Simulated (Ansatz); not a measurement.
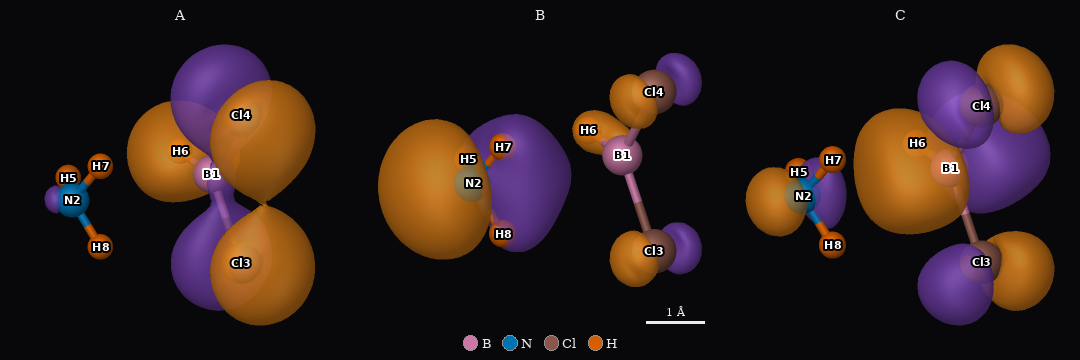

The picture shows: BCl2H···NH3. Three frontier orbitals at ±0.1 Å⁻³ᐟ² (orange and purple are the two phases), in no order.

Theory: Ansatz 0.2.0, UKS PBE/def2-SVP.

```xyz
8

B    -1.1532    0.4632   -0.1994
N     1.4326   -0.6315    0.3864
Cl   -1.5296   -0.5793   -1.5690
Cl   -0.6328    2.1229   -0.4802
H     0.8079   -0.7438    1.1918
H    -1.4379    0.1073    0.9183
H     1.5027    0.3682    0.1700
H     1.0103   -1.1070   -0.4177
```

Which picture is the HOMO−1, the HOMO and the LUMO?

Answer. A is the HOMO−1 (−7.66 eV). It lies mainly on Cl4 (about 35 %), Cl3 (about 35 %), H6 (about 15 %) and B1 (about 15 %); largely a combination of lone pairs on Cl4 and Cl3. B is the HOMO (−6.19 eV). It lies mainly on N2 (about 75 %); largely a lone pair of N2. C is the LUMO (−2.29 eV). It lies mainly on B1 (about 50 %), Cl3 (about 15 %), Cl4 (about 15 %), N2 (about 5 %) and H6 (about 5 %).

What is the HOMO–LUMO gap?

Answer. 3.90 eV between the orbital energies.
